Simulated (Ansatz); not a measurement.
CFMgO (SMILES F[C]1[O][Mg]1) (doublet)

```yaml
atoms:
  - { symbol: C, position_ang: [-1.7342, -2.2716, -1.4825] }
  - { symbol: F, position_ang: [-0.4365, -1.9621, -1.4195] }
  - { symbol: Mg, position_ang: [-3.7984, -2.7329, -1.2951] }
  - { symbol: O, position_ang: [-2.1702, -2.4961, -2.6195] }
```

Geometry: r2SCAN-D4/def2-SVP.

Method: isolated molecule in a Gaussian basis; Kohn-Sham density functional theory, functional PBE0 in Ansatz.

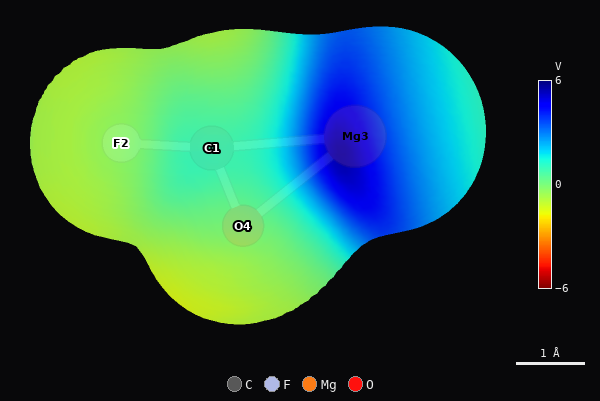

Figure 1. The molecular electrostatic potential painted on the density surface at 0.004 e/bohr³, seen across its widest extent; the colour scale runs from red (negative) to blue (positive).

**Which sites attract a positive test charge, and which a negative one?**

A positive charge is drawn to the negative regions and a negative charge to the positive ones. The most negative region (about −1.4 V) lies over O4, the most positive (about +5.3 V) over Mg3. O4 is the likeliest acceptor of a hydrogen bond.

**What dipole moment does the calculation give?**

Its dipole moment is 2.91 D.

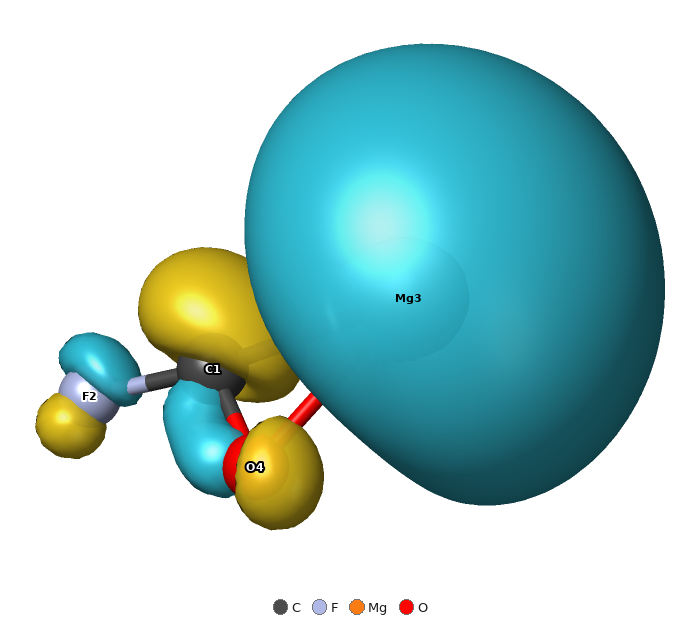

Figure 2. The LUMO (β) at ±0.08 Å⁻³ᐟ² (yellow and cyan are the two phases), seen at a tilt.

**Where does this orbital lie, and at what energy?**

By Hirshfeld shares it lies mainly on Mg3 (about 90 %) and C1 (about 5 %). Its energy is −2.59 eV.

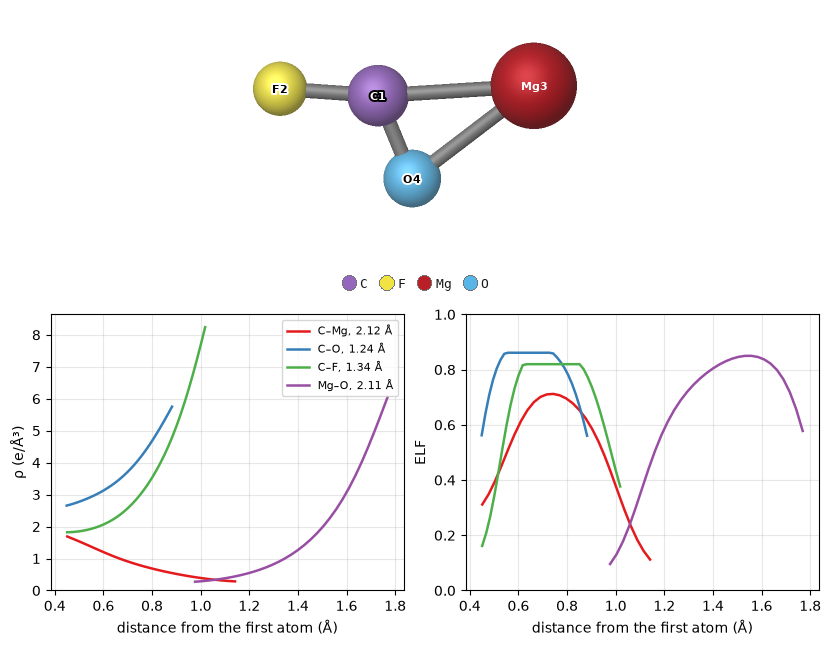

Figure 3. Total electron density and electron localisation function along straight lines between neighbouring atoms. The curves leave out the atomic cores. The structure is drawn too.

**Compare the contacts.**

C–Mg (2.12 Å): ρ is about 0.33 e/Å³ halfway; the ELF peaks at about 0.70 in the valence shell of C, 0.7 Å from its nucleus, and is about 0.25 at the midpoint.
C–O (1.24 Å): the density is about 3.2 e/Å³ at the midpoint; the ELF peaks at about 0.85 between the atoms, as expected for a polar covalent bond.
C–F (1.34 Å): the density is about 2.4 e/Å³ at the midpoint; the ELF peaks at about 0.80 between the atoms, as expected for a polar covalent bond.
Mg–O (2.11 Å): ρ is about 0.33 e/Å³ halfway; the ELF peaks at about 0.85 in the valence shell of O, 0.6 Å from its nucleus, and is about 0.25 at the midpoint; an ionic contact with no shared pair.

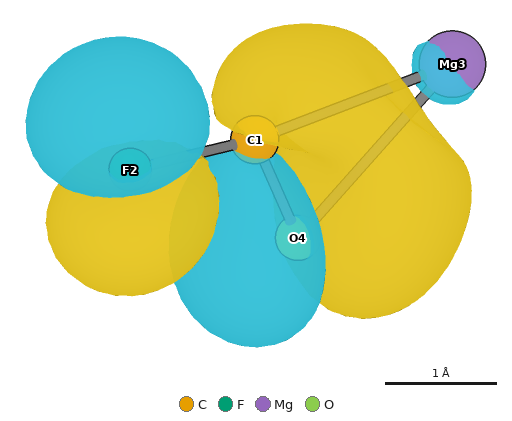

Figure 4. The HOMO−1 (β) at ±0.1 Å⁻³ᐟ² (yellow and cyan are the two phases), seen at a tilt.

**What is the character of this orbital?**

By Hirshfeld shares it lies mainly on O4 (about 40 %), F2 (about 40 %) and C1 (about 10 %); it is symmetric in the molecular plane (an in-plane orbital: σ, lone-pair or in-plane π type); largely a combination of lone pairs on O4 and F2. Its energy is −10.71 eV.
